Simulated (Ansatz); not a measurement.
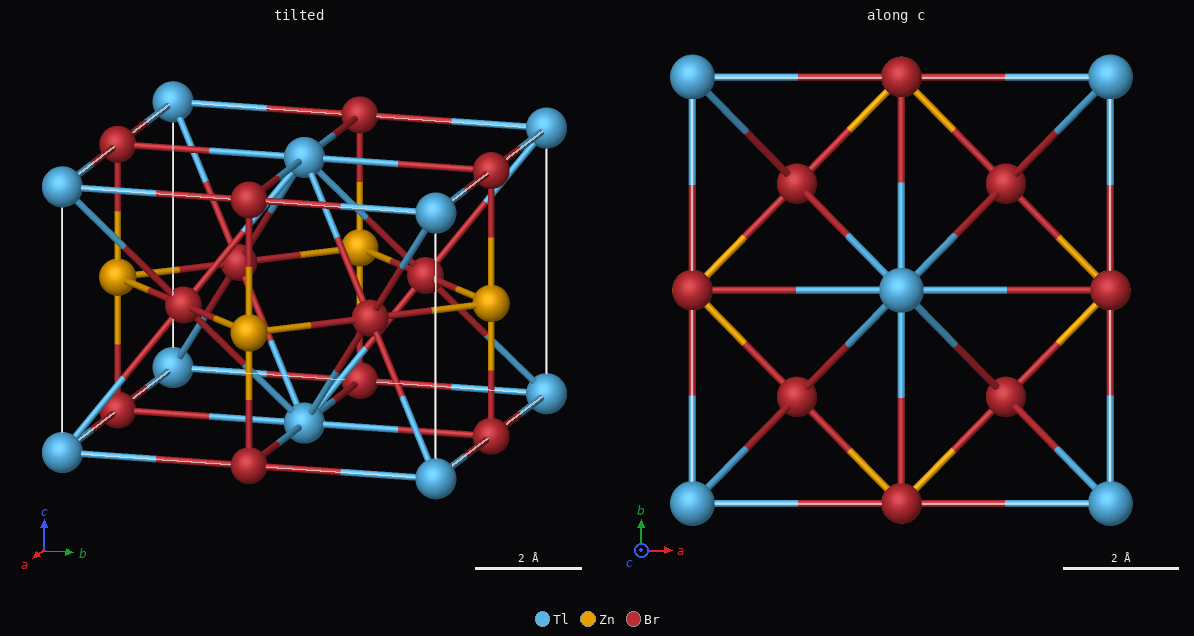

Shown here is a ball-and-stick view of the crystal, taken slightly off an axis and along the c axis. The conventional unit cell is drawn as a box.

TlZnBr3, space group Cmmm (No. 65), a = 7.281 Å, b = 7.428 Å, c = 5.200 Å, α = 90.00°, β = 90.00°, γ = 90.00°. The cell started as a structure type filled with these elements by a generator (whether the compound takes this form wasn't checked). The cell was then strained or its atoms displaced on purpose. It was run through Ansatz as a DFT input.

This one geometry was computed with Ansatz (DFT, plane waves, PAW) at three levels of theory: HSE06, r2SCAN and PBE. It was relaxed with r2SCAN and then strained.

### How does the band gap change with the level of theory?

PBE: a gap of 0.28 eV, indirect; r2SCAN: a gap of 0.87 eV, indirect; HSE06: a gap of 1.47 eV, indirect.

### Collect the results in a table.

| level | cutoff (eV) | k-mesh of the run's cell | gap (eV) | pressure (GPa) |
| --- | --- | --- | --- | --- |
| HSE06 | 420 | 4×4×4 | 1.47 | 0.7 |
| r2SCAN | 500 | 6×6×6 | 0.87 | 0.0 |
| PBE | 420 | 6×6×6 | 0.28 | 1.3 |

Gaps are taken on the k-mesh or band path of each run.
